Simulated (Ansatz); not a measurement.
System: CH6GeS.

The calculation's input:

```
crystal:
  periodic: [false, false, false]
  atoms:
    - {symbol: Ge, position_ang: [-0.817685, -0.101735, -0.130663]}
    - {symbol: C, position_ang: [0.743786, 0.888387, 0.483450]}
    - {symbol: S, position_ang: [-0.225799, -1.686281, -1.584845]}
    - {symbol: H, position_ang: [0.508467, -2.375684, -0.696396]}
    - {symbol: H, position_ang: [-1.781050, 0.791384, -0.928509]}
    - {symbol: H, position_ang: [-1.559497, -0.747678, 1.054594]}
    - {symbol: H, position_ang: [0.440581, 1.685712, 1.164675]}
    - {symbol: H, position_ang: [1.428682, 0.220929, 1.007769]}
    - {symbol: H, position_ang: [1.262515, 1.324866, -0.370176]}
basis:
  gaussian: {orbitals: def2-TZVPP}
hamiltonian: {xc: pbe0, dispersion: d4}
output: {orbitals: {seedname: orbitals}}
```

Run with:

```sh
ansatz run in.yaml --threads 4 --pin off --events-out ev --progress --plain --max-ram 9574MiB
```

The reactant side of a reaction path; geometry: PBE0-D4/def2-TZVP.

The calculation used Ansatz 0.2.0, RKS PBE0-D4/def2-TZVPP.

What will maps of the electron density and electron localisation function show?

Answer. C–Ge (1.95 Å): ρ is about 0.88 e/Å³ halfway; the ELF peaks at about 0.90 between the atoms: a shared electron pair.
Ge–S (2.23 Å): ρ is about 0.73 e/Å³ halfway; the ELF peaks at about 0.90 in the valence shell of S, 0.9 Å from its nucleus, and is about 0.80 at the midpoint.
C–H (1.09 Å): ρ at the midpoint is about 2 e/Å³; the ELF climbs to about 1 towards the hydrogen, as it does in any bond to H (an ordinary covalent bond to hydrogen).

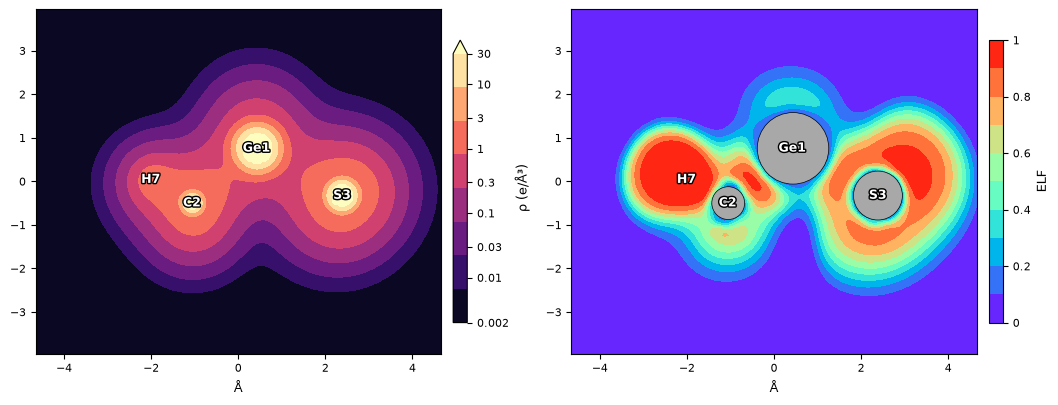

Computed electron density and electron localisation function on the plane of atoms C2, Ge1 and S3, in this order. Grey discs cover the atomic cores in the ELF map. 
